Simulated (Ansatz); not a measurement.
# C₃H₆AlB: how energies converge with the basis set

Aim: see how fast density functionals converge with the basis set for C₃H₆AlB.

Method: one geometry, several basis sets; program: Ansatz 0.2.0, Gaussian basis.

The runs, in order: PBE0-D4/def2-SVP; ωB97M-V/def2-SVP; PBE0-D4/def2-QZVPP; ωB97M-V/def2-QZVPP; the functionals' def2-TZVPP values are taken from earlier runs.

### Step 1. Structure used throughout

An earlier PBE0-D4 in a triple-zeta def2 set relaxation fixed the geometry.

SMILES `BC1=[CH][AlH][CH2]1`, 11 atoms, charge 0, spin multiplicity 1.

Atoms are counted from 1 here; the program's logs count them from 0.

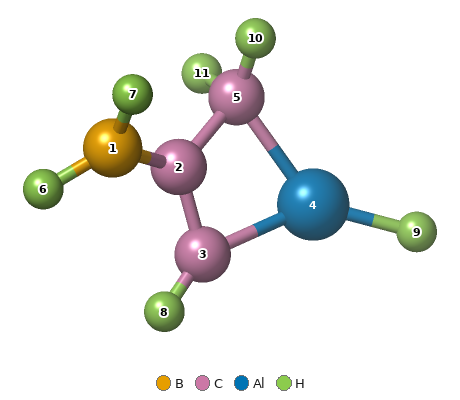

The structure; boron amber, carbon pink, aluminium blue, hydrogen green; atoms are numbered from 1 in the order of the file.

Geometry (Å):

```tsv
atom	x (Å)	y (Å)	z (Å)
B1	1.3161	1.2413	-0.2246
C2	0.0744	0.3816	0.0480
C3	-0.2219	0.0213	1.3355
Al4	-1.0650	-1.5143	0.5640
C5	-0.7538	-0.3623	-0.9963
H6	1.5204	2.2345	0.4110
H7	2.1218	0.8825	-1.0366
H8	0.2193	0.5211	2.1918
H9	-1.3472	-3.0338	0.9297
H10	-0.2009	-0.6794	-1.8829
H11	-1.5979	0.2505	-1.3190
```

### Step 2. PBE0-D4 in def2-SVP

File in.yaml:

```yaml
crystal:
  periodic: [false, false, false]
  atoms:
    - {symbol: B, position_ang: [1.316075, 1.241322, -0.224601]}
    - {symbol: C, position_ang: [0.074354, 0.381620, 0.047979]}
    - {symbol: C, position_ang: [-0.221907, 0.021296, 1.335462]}
    - {symbol: Al, position_ang: [-1.065016, -1.514347, 0.564003]}
    - {symbol: C, position_ang: [-0.753813, -0.362261, -0.996256]}
    - {symbol: H, position_ang: [1.520447, 2.234520, 0.411001]}
    - {symbol: H, position_ang: [2.121811, 0.882487, -1.036573]}
    - {symbol: H, position_ang: [0.219341, 0.521098, 2.191782]}
    - {symbol: H, position_ang: [-1.347194, -3.033789, 0.929714]}
    - {symbol: H, position_ang: [-0.200927, -0.679419, -1.882945]}
    - {symbol: H, position_ang: [-1.597869, 0.250471, -1.318967]}
basis:
  gaussian: {orbitals: def2-SVP}
hamiltonian: {xc: pbe0, dispersion: d4}
output: {orbitals: {seedname: orbitals}}
```

Run with:

```
ansatz run in.yaml --threads 2 --pin off --events-out ev --progress --plain --max-ram 4352MiB
```

Further steps of the session: ωB97M-V in def2-SVP; PBE0-D4 in def2-QZVPP; ωB97M-V in def2-QZVPP.

Before running them: what should the planned runs give, taken together? Wanted: PBE0-D4: double and triple zeta above quadruple; ωB97M-V: double and triple zeta above quadruple.

The runs gave:

```
                                       quantity          value
PBE0-D4: double and triple zeta above quadruple  6.92, 0.42 eV
ωB97M-V: double and triple zeta above quadruple  7.13, 0.40 eV
```

What this shows: For PBE0-D4 the step from double to triple zeta gains 6.50 eV and the next only 0.42 eV. These are total energies; as a rule much of such shifts cancels in differences, which this series doesn't test.
